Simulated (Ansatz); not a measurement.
# CH2Cl2F2Ge (SMILES [F][Ge]([F])([Cl])[CH2]Cl): what the fields show

```csv
atom,x (Å),y (Å),z (Å)
C,-0.7450,-0.3792,-0.4328
Cl,-1.4211,-2.0371,-0.4453
Cl,-0.0451,2.3846,1.4002
F,-2.4712,0.4595,1.9288
F,0.0123,-0.5547,2.5092
Ge,-0.8454,0.3968,1.3522
H,-1.3127,0.2531,-1.1291
H,0.3064,-0.4100,-0.7497
```

Geometry: B3LYP-D3(BJ)/def2-SVP.

Computed with Ansatz 0.2.0, isolated molecule in a Gaussian basis; Kohn-Sham density functional theory, functional PBE0.

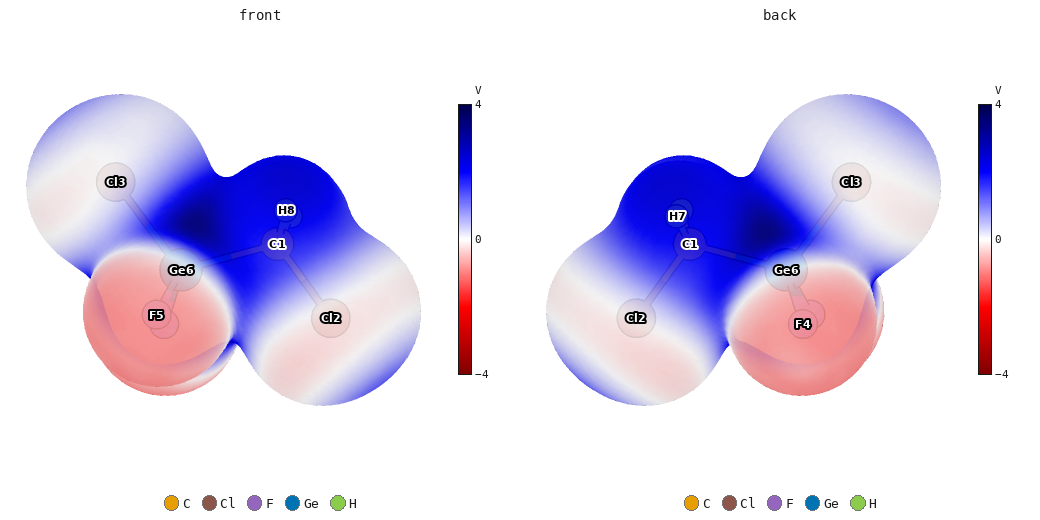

Figure 1. The molecular electrostatic potential painted on the density surface at 0.004 e/bohr³, seen from the front and from behind; the colour scale runs from red (negative) to blue (positive).

Question: Where is the surface potential most negative and most positive?

Answer: The most negative region (about −0.9 V) lies over F4 and F5, the most positive (about +3.3 V) over Ge6. Cl2 shows a σ-hole: about +1.3 V at the tip opposite its bond, against about −0.1 V on its flanks. Cl3 shows a σ-hole: about +0.9 V at the tip opposite its bond, against about 0.0 V on its flanks.

Question: What dipole moment does the calculation give?

Answer: Its dipole moment is 3.07 D.

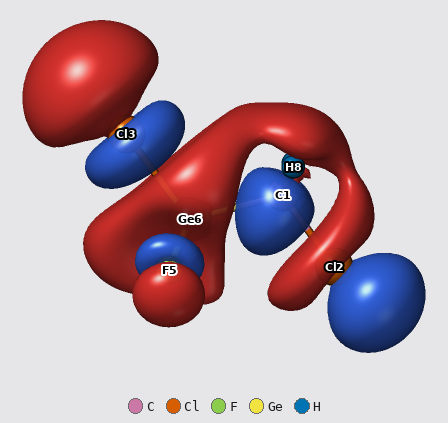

Figure 2. The LUMO at ±0.05 Å⁻³ᐟ² (blue and red are the two phases), seen across its widest extent.

Question: Where does this orbital lie, and at what energy?

Answer: By Hirshfeld shares it lies mainly on Ge6 (about 30 %), Cl3 (about 25 %), C1 (about 15 %), Cl2 (about 10 %), F4 (about 5 %) and F5 (about 5 %). Its energy is −1.45 eV.

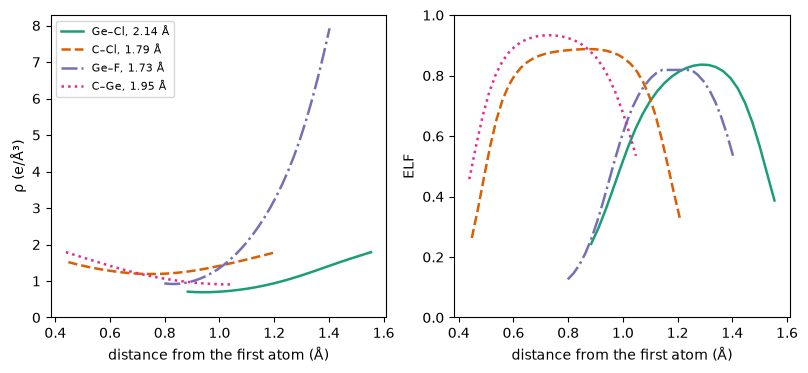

Figure 3. Total electron density and ELF along straight lines between neighbouring atoms. The curves leave out the atomic cores.

Question: Compare the contacts.

Answer: Ge–Cl (2.14 Å): ρ at the midpoint is about 0.76 e/Å³; the ELF peaks at about 0.85 in the valence shell of Cl, 0.9 Å from its nucleus, and is about 0.65 at the midpoint.
C–Cl (1.79 Å): the density is about 1.3 e/Å³ at the midpoint; the ELF peaks at about 0.90 between the atoms; localised, covalent bonding.
Ge–F (1.73 Å): ρ at the midpoint is about 0.93 e/Å³; the ELF peaks at about 0.80 in the valence shell of F, 0.6 Å from its nucleus, and is about 0.20 at the midpoint.
C–Ge (1.95 Å): the density is about 0.92 e/Å³ at the midpoint; the ELF peaks at about 0.95 in the valence shell of C, 0.7 Å from its nucleus, and is about 0.75 at the midpoint.
